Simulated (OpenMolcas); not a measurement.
GeH₄O₂: excited-state calculation (part 1 of 4)

GeH₄O₂, SMILES [OH][GeH2][OH], computed with CASSCF/ANO-RCC-VDZP, DKH2 (OpenMolcas 26.06).

The geometry comes from this level: PBE0-D4/def2-TZVP.

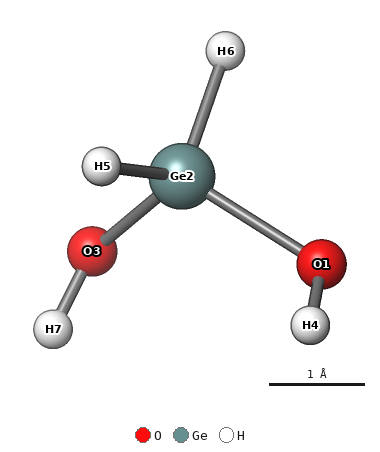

Figure 1. The structure as given in the input (ball-and-stick view, seen at a tilt; atoms are numbered from 1 in the order of the input). Sticks mark near contacts. Bond lengths as drawn: Ge–H 1.52 to 1.54 Å, Ge–O 1.77 to 1.78 Å and H–O 0.96 Å.

Results in brief:

| quantity | value |
| --- | --- |
| outcome | converged |
| total energy | −2249.236065 hartree |
| CASSCF energy | −2249.236065 hartree |
| hardware | 1 thread of AMD EPYC (Zen 3), 128 GiB of memory available, shared host |
| wall time | 23 s |
| peak memory | 0.41 GiB |

Notes:

Further notes kept with the run: an active orbital turned away from the chosen space.

The input:
```
>>> EXPORT MOLCAS_PRINT=2

&gateway
  basisset
  O.ANO-RCC-MB....
  O1 -1.491300 -0.416000 -0.173900 angstrom
  O3 1.347400 -0.798900 0.400600 angstrom
  End of Basis
  basisset
  Ge.ANO-RCC-MB....
  Ge2 0.023500 0.377000 0.305300 angstrom
  End of Basis
  basisset
  H.ANO-RCC-MB....
  H4 -1.634900 -0.418700 -1.122100 angstrom
  H5 0.363400 1.460500 -0.739100 angstrom
  H6 -0.172500 0.863100 1.737300 angstrom
  H7 1.625600 -1.135200 -0.453800 angstrom
  End of Basis

&seward
  relativistic=R02E00

&rasscf
  fileorb=$CurrDir/step1.LocOrb
  alter=1
  1 19 26
  spin=1
  nactel=2 0 0
  inactive=25
  ras2=2
  ciroot=3 3 1
  orblisting=Nothing
>>> COPY $Project.RunFile RUNFIL1
>>> COPY $Project.RasOrb INPORB

&gateway
  basisset
  O.ANO-RCC-VDZP....
  O1 -1.491300 -0.416000 -0.173900 angstrom
  O3 1.347400 -0.798900 0.400600 angstrom
  End of Basis
  basisset
  Ge.ANO-RCC-VDZP....
  Ge2 0.023500 0.377000 0.305300 angstrom
  End of Basis
  basisset
  H.ANO-RCC-VDZP....
  H4 -1.634900 -0.418700 -1.122100 angstrom
  H5 0.363400 1.460500 -0.739100 angstrom
  H6 -0.172500 0.863100 1.737300 angstrom
  H7 1.625600 -1.135200 -0.453800 angstrom
  End of Basis
  ricd

&seward
  relativistic=R02E00
>>> COPY $Project.RunFile RUNFIL2

&expbas

&rasscf
  fileorb=$Project.ExpOrb
  spin=1
  nactel=2 0 0
  inactive=25
  ras2=2
  ciroot=3 3 1
  orblisting=Nothing
  orbappear=Compact
```

Run as:
```bash
export MOLCAS_MEM=1860
pymolcas step2.input > step2.log
```

Log:
```
--- Start Module: gateway ---

                                              &GATEWAY

                       available to each process: 1.9 GB of memory, 1 thread

++    Symmetry information:
      ---------------------

                    Character Table for C1

                             E
                    a        1  x, y, xy, Rz, z, xz, Ry, yz, Rx, I
--

++    Basis set information:
      ----------------------

      Basis set label: O.ANO-RCC...2S1P.

      Electronic valence basis set:
      ------------------
      Associated Effective Charge   8.000000 au
      Associated Actual Charge      8.000000 au
      Nuclear Model: Point charge

      Shell  nPrim  nBasis  Cartesian Spherical Contaminant
         s      14       2        X
         p       9       1        X

      Basis set label: GE.ANO-RCC...4S3P1D.

      Electronic valence basis set:
      ------------------
      Associated Effective Charge  32.000000 au
      Associated Actual Charge     32.000000 au
      Nuclear Model: Point charge

      Shell  nPrim  nBasis  Cartesian Spherical Contaminant
         s      20       4        X
         p      17       3        X
         d      11       1                 X

      Basis set label: H.ANO-RCC...1S.

      Electronic valence basis set:
      ------------------
      Associated Effective Charge   1.000000 au
      Associated Actual Charge      1.000000 au
      Nuclear Model: Point charge

      Shell  nPrim  nBasis  Cartesian Spherical Contaminant
         s       8       1        X
--

++    Molecular structure info:
      -------------------------

                    ************************************************
                    **** Cartesian Coordinates / bohr, angstrom ****
                    ************************************************

     Center  Label                x              y              z                     x              y              z
        1      O1              -2.818149      -0.786126      -0.328623             -1.491300      -0.416000      -0.173900
        2      O3               2.546217      -1.509702       0.757024              1.347400      -0.798900       0.400600
        3      GE2              0.044409       0.712427       0.576933              0.023500       0.377000       0.305300
        4      H4              -3.089513      -0.791228      -2.120462             -1.634900      -0.418700      -1.122100
        5      H5               0.686726       2.759945      -1.396697              0.363400       1.460500      -0.739100
        6      H6              -0.325978       1.631023       3.283021             -0.172500       0.863100       1.737300
        7      H7               3.071939      -2.145217      -0.857558              1.625600      -1.135200      -0.453800

                    ***************************************
                    *    InterNuclear Distances / bohr    *
                    ***************************************

               1 O1            2 O3            3 GE2           4 H4            5 H5            6 H6
    1 O1       0.000000
    2 O3       5.520744        0.000000
    3 GE2      3.355581        3.351020        0.000000
    4 H4       1.812277        6.368484        4.399816        0.000000
    5 H5       5.098975        5.130897        2.915496        5.233990        0.000000
    6 H6       5.009740        4.949173        2.881652        6.534681        4.919329        0.000000
    7 H7       6.067951        1.813047        4.403389        6.433638        5.480924        6.553642

               7 H7
    7 H7       0.000000

                    *******************************************
                    *    InterNuclear Distances / angstrom    *
                    *******************************************

               1 O1            2 O3            3 GE2           4 H4            5 H5            6 H6
    1 O1       0.000000
    2 O3       2.921452        0.000000
    3 GE2      1.775697        1.773283        0.000000
    4 H4       0.959016        3.370056        2.328283        0.000000
    5 H5       2.698262        2.715154        1.542814        2.769708        0.000000
    6 H6       2.651040        2.618990        1.524904        3.458004        2.603197        0.000000
    7 H7       3.211021        0.959423        2.330173        3.404535        2.900380        3.468038

               7 H7
    7 H7       0.000000

                    **************************************
                    *    Valence Bond Angles / degree    *
                    **************************************
                          Atom centers                 Phi
                      5 H5       3 GE2      6 H6       116.11
--

            Nuclear Potential Energy            219.67949954 au

--- Stop Module: gateway /rc=_RC_ALL_IS_WELL_ ---

--- Start Module: seward ---

                                              &SEWARD

                       available to each process: 1.9 GB of memory, 1 thread

               SEWARD will generate:
                  Multipole Moment integrals up to order  2
                  Kinetic Energy integrals
                  Nuclear Attraction integrals (point charge)
                  One-Electron Hamiltonian integrals
                  Velocity integrals
                  Relativistic Douglas-Kroll-Hess integrals:
                    - Parametrization         : EXP
                    - DKH order of Hamiltonian: 2
                    - DKH order of Properties : 0
                         - multipole moment operators
                         - electric potential operators
                         - contact operators
                  Orbital angular momentum around ( -0.0066   0.1583   0.4402 )
                  Velocity quadrupole around ( -0.0066   0.1583   0.4402 )
                  Atomic mean-field integrals
                  Two-Electron Repulsion integrals

                   Integrals are discarded if absolute value <: 1.00E-14
                   Integral cutoff threshold is set to       <: 1.00E-16

            Nuclear Potential Energy            219.67949954 au

      Basis set specifications :
      Symmetry species         a
      Basis functions           32

--- Stop Module: seward /rc=_RC_ALL_IS_WELL_ ---
--- Module seward spent 3 seconds ---

--- Start Module: rasscf ---

                                              &RASSCF

                       available to each process: 1.9 GB of memory, 1 thread

      Header of the ONEINT file:
      --------------------------

      OrdInt status: non-squared

      Cartesian coordinates in angstrom:
      -----------------------------------------------------
      No.  Label        X            Y            Z
      -----------------------------------------------------
       1   O1        -1.49130000  -0.41600000  -0.17390000
       2   O3         1.34740000  -0.79890000   0.40060000
       3   GE2        0.02350000   0.37700000   0.30530000
       4   H4        -1.63490000  -0.41870000  -1.12210000
       5   H5         0.36340000   1.46050000  -0.73910000
       6   H6        -0.17250000   0.86310000   1.73730000
       7   H7         1.62560000  -1.13520000  -0.45380000
      -----------------------------------------------------
      Nuclear repulsion energy =  219.67949954

++    Wave function specifications:
      -----------------------------

      Number of closed shell electrons          50
      Number of electrons in active shells       2
      Max number of holes in RAS1 space          0
      Max nr of electrons in RAS3 space          0
      Number of inactive orbitals               25
      Number of active orbitals                  2
      Number of secondary orbitals               5
      Spin quantum number                      0.0
      State symmetry                             1
--

++    Orbital specifications:
      -----------------------

      Symmetry species                           1
                                                 a
      Frozen orbitals                            0
      Inactive orbitals                         25
      Active orbitals                            2
      RAS1 orbitals                              0
      RAS2 orbitals                              2
      RAS3 orbitals                              0
      Secondary orbitals                         5
      Deleted orbitals                           0
      Number of basis functions                 32
--

++    CI expansion specifications:
      ----------------------------

      Number of CSFs                             3
      Number of spin combinations                3
      Number of determinants                     4
      Number of root(s) required                 3
      Root chosen for geometry opt.              3
      CI roots used                              1     2     3
      weights                                0.333 0.333 0.333
      highest root included in the CI            3
      max. size of the explicit Hamiltonian      3
--

++    Optimization specifications:
      ----------------------------

      RASSCF algorithm: Conventional
      Maximum number of macro iterations       200
      Maximum number of SX iterations          100
      Threshold for RASSCF energy            1.000E-08
      Threshold for max MO rotation          1.000E-01
      Threshold for max BLB element          1.000E-04
      Level shift parameter                  5.000E-01
      Make Quasi-Newton update
--

      The MO-coefficients are taken from the file:
      step1.LocOrb
      Title:Localised orbitals

      Total molecular charge    0.00

      Molecular orbitals exchanged:
        In symmetry  1 :  19  26

      ************************************************************************************************************************
      *                                            Wave function control section                                             *
      ************************************************************************************************************************

                                         RASSCF iterations: Energy and convergence statistics
                                         ----------------------------------------------------

          iter iter root      energy       change     param      element    value   shift minimum  type update hh:mm:ss
 Nr of preliminary CI iterations:   1
      Total energies have been shifted. Add                -2000.00 au
        1   1   10    0  -248.21512390    0.00E+00  -1.84E-01*  17  26 1  2.78E-01*  0.50   0.00    SX    NO    0:00:00
        2   1   11    0  -248.37766186   -1.63E-01* -1.52E-01*  17  26 1  2.20E-01*  0.35   0.00    SX    NO    0:00:00
        3   1   11    0  -248.47017124   -9.25E-02*  1.01E-01*  17  26 1  1.39E-01*  0.29   0.00    SX    NO    0:00:00
        4   1   11    0  -248.51498012   -4.48E-02*  6.36E-02   17  26 1  8.11E-02*  0.26   0.00    SX    NO    0:00:00
        5   1   10    0  -248.53854115   -2.36E-02*  7.08E-02   17  26 1  4.94E-02*  0.25   2.50    LS   YES    0:00:00
        6   1   10    0  -248.55574249   -1.72E-02*  5.91E-02   20  26 1 -3.28E-02*  0.23   2.06    LS   YES    0:00:00
        7   1   10    0  -248.56199935   -6.26E-03*  4.45E-02   20  26 1 -4.67E-02*  0.22   1.29    QN   YES    0:00:00
        8   1   10    0  -248.56801867   -6.02E-03*  5.37E-02   20  26 1 -3.65E-02*  0.21   2.50    LS   YES    0:00:00
        9   1   10    0  -248.57191999   -3.90E-03*  5.40E-02   20  26 1 -2.42E-02*  0.20   1.50    QN   YES    0:00:00
       10   1   10    0  -248.57609722   -4.18E-03*  6.82E-02   27  32 1  1.97E-02*  0.20   2.20    QN   YES    0:00:00
       11   1   10    0  -248.58057411   -4.48E-03*  8.25E-02   27  32 1  2.04E-02*  0.20   2.03    QN   YES    0:00:00
       12   1   10    0  -248.58480120   -4.23E-03* -7.97E-02   17  26 1  2.36E-02*  0.20   1.88    QN   YES    0:00:00
       13   1   10    0  -248.58841145   -3.61E-03*  4.56E-02   17  26 1  1.90E-02*  0.20   1.59    QN   YES    0:00:00
       14   1    9    0  -248.59085545   -2.44E-03* -3.13E-02   20  26 1  1.13E-02*  0.20   1.63    QN   YES    0:00:00
       15   1    9    0  -248.59244329   -1.59E-03* -4.25E-02   25  26 1  1.15E-02*  0.20   1.73    QN   YES    0:00:00
       16   1    9    0  -248.59369183   -1.25E-03*  9.71E-02   25  26 1  1.40E-02*  0.20   2.42    QN   YES    0:00:00
       17   1    9    0  -248.59599236   -2.30E-03*  2.26E-01*  25  26 1  1.89E-02*  0.20   2.50    QN   YES    0:00:00
       18   1   10    0  -248.60092143   -4.93E-03*  2.76E-01*  17  26 1 -2.77E-02*  0.19   1.76    QN   YES    0:00:00
       19   1   11    0  -248.60521044   -4.29E-03*  1.06E-01*  20  32 1  4.14E-02*  0.18   1.04    QN   YES    0:00:00
       20   1   10    0  -248.61005471   -4.84E-03*  1.77E-01*  20  32 1  3.36E-02*  0.18   2.50    QN   YES    0:00:00
       21   1   10    0  -248.62138783   -1.13E-02*  9.83E-02   19  26 1  2.36E-02*  0.18   1.95    QN   YES    0:00:00
       22   1   10    0  -248.62932550   -7.94E-03* -8.01E-02   19  26 1  1.68E-02*  0.18   1.57    QN   YES    0:00:00
       23   1    9    0  -248.63238598   -3.06E-03*  4.78E-02   17  26 1  1.27E-02*  0.18   1.49    QN   YES    0:00:00
       24   1   10    0  -248.63350034   -1.11E-03* -4.55E-02   17  26 1  8.86E-03*  0.18   0.99    QN   YES    0:00:00
       25   1    9    0  -248.63402517   -5.25E-04* -9.30E-03   24  26 1  4.33E-03*  0.18   1.12    QN   YES    0:00:00
       26   1    9    0  -248.63416719   -1.42E-04* -6.91E-03   24  26 1  2.94E-03*  0.18   1.76    LS   YES    0:00:00
       27   1    9    0  -248.63419967   -3.25E-05*  6.09E-03   20  26 1 -2.67E-03*  0.18   1.02    QN   YES    0:00:00
       28   1    8    0  -248.63423633   -3.67E-05*  7.90E-03   20  26 1 -1.73E-03*  0.18   2.32    LS   YES    0:00:00
       29   1    9    0  -248.63425395   -1.76E-05*  2.67E-03   21  31 1  8.68E-04*  0.18   1.02    QN   YES    0:00:00
       30   1    8    0  -248.63426333   -9.37E-06* -2.74E-03   20  32 1 -8.11E-04*  0.18   1.53    QN   YES    0:00:00
       31   1    8    0  -248.63426953   -6.20E-06* -3.12E-03   23  26 1  3.52E-04*  0.18   1.60    QN   YES    0:00:00
       32   1    8    0  -248.63427313   -3.60E-06* -1.83E-03   20  26 1  3.31E-04*  0.18   1.56    QN   YES    0:00:00
       33   1    7    0  -248.63427448   -1.35E-06*  4.22E-04   20  26 1  1.56E-04*  0.18   1.30    QN   YES    0:00:00
       34   1    6    0  -248.63427472   -2.44E-07* -2.12E-04   22  28 1  7.43E-05   0.18   1.39    QN   YES    0:00:00
       35   1    6    0  -248.63427479   -7.23E-08*  1.49E-04   22  26 1 -4.14E-05   0.18   1.55    QN   YES    0:00:00
       36   1    6    0  -248.63427483   -3.45E-08*  1.76E-04   22  26 1 -3.70E-05   0.18   1.55    QN   YES    0:00:00
       37   1    5    0  -248.63427484   -1.58E-08* -1.39E-04   22  26 1 -2.56E-05   0.18   1.50    QN   YES    0:00:00
       38   1    5    0  -248.63427485   -6.72E-09  -1.01E-04   22  26 1 -1.48E-05   0.18   1.58    QN   YES    0:00:00
      Convergence after 38 iterations
       39   1    5    0  -248.63427486   -3.42E-09  -1.01E-04   20  26 1  8.97E-06   0.18   1.58    QN   YES    0:00:00

      ************************************************************************************************************************
                                                      Wave function printout:
                       occupation of active orbitals, and spin coupling of open shells (u,d: Spin up or down)
      ************************************************************************************************************************

      Note: transformation to natural orbitals
      has been made, which may change the order of the CSFs.

      printout of CI-coefficients larger than  0.05 for root  1
      energy=   -2249.002924
      conf/sym  11     Coeff  Weight
             1  20   0.74941 0.56161
             2  ud   0.62320 0.38838
             3  02   0.22362 0.05001

      printout of CI-coefficients larger than  0.05 for root  2
      energy=   -2248.684623
      conf/sym  11     Coeff  Weight
             1  20  -0.60283 0.36341
             2  ud   0.50255 0.25255
             3  02   0.61971 0.38404

      printout of CI-coefficients larger than  0.05 for root  3
      energy=   -2248.215277
      conf/sym  11     Coeff  Weight
             1  20   0.27382 0.07498
             2  ud  -0.59922 0.35907
             3  02   0.75230 0.56595

      Natural orbitals and occupation numbers for root  1
      sym 1:   1.998583   0.001417

      Natural orbitals and occupation numbers for root  2
      sym 1:   0.976137   1.023863

      Natural orbitals and occupation numbers for root  3
      sym 1:   0.001401   1.998599

      ************************************************************************************************************************
      *                                                    Final results                                                     *
      ************************************************************************************************************************

++    Final optimization conditions:
      ------------------------------
```
